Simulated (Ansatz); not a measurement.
Dissociation curve of Li2, singlet.

Computed with: UKS-BLYP = unrestricted BLYP/aug-cc-pVDZ run with Ansatz (a program for electronic structure); RCCSD(T) = CCSD(T) on RHF/aug-cc-pVDZ, frozen core in Ansatz; UMP2 = MP2 on UHF/aug-cc-pVDZ, frozen core (Ansatz); FCI = full CI/aug-cc-pVDZ, frozen core in Ansatz.

Energies are in kcal/mol, each relative to the lowest point of its own curve near equilibrium.

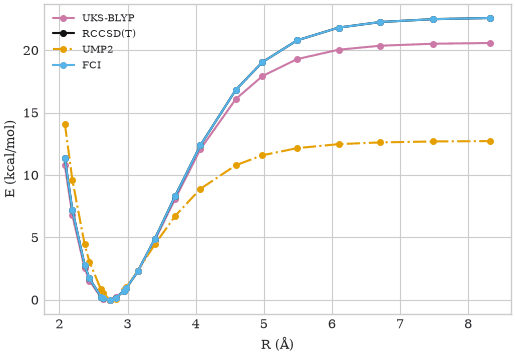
Figure. Energy against bond length for each method.

```
R / Å  UKS-BLYP  RCCSD(T)  UMP2   FCI
-----  --------  --------  ----  ----
2.08       10.8      11.3  14.1  11.3
2.19        6.8       7.2   9.6   7.2
2.37        2.6       2.8   4.5   2.8
2.44        1.5       1.7   3.1   1.7
2.61        0.2       0.3   0.8   0.3
2.64        0.1       0.1   0.6   0.1
2.74        0.0       0.0   0.0   0.0
2.83        0.2       0.2   0.1   0.2
2.95        0.8       0.7   0.8   0.7
2.98        0.9       0.9   1.0   0.9
3.15        2.3       2.3   2.3   2.3
3.40        4.8       4.9   4.4   4.9
3.70        8.1       8.3   6.7   8.3
4.07       12.1      12.4   8.9  12.4
4.59       16.1      16.8  10.8  16.8
4.98       17.9      19.0  11.6  19.0
5.49       19.3      20.8  12.2  20.8
6.10       20.0      21.8  12.5  21.8
6.71       20.4      22.3  12.6  22.3
7.49       20.5      22.5  12.7  22.5
8.32       20.6      22.6  12.7  22.6
```

The unrestricted determinant behind UKS-BLYP is spin-contaminated at 4.07 to 8.32 Å (<S²> up to 1.0, against 0.00 for a pure singlet). With two correlated electrons CCSD is exact in the basis where it finds the lowest root (RCCSD(T)). The unrestricted determinant behind UMP2 is spin-contaminated at 2.08 to 8.32 Å (<S²> up to 1.0, against 0.00 for a pure singlet).
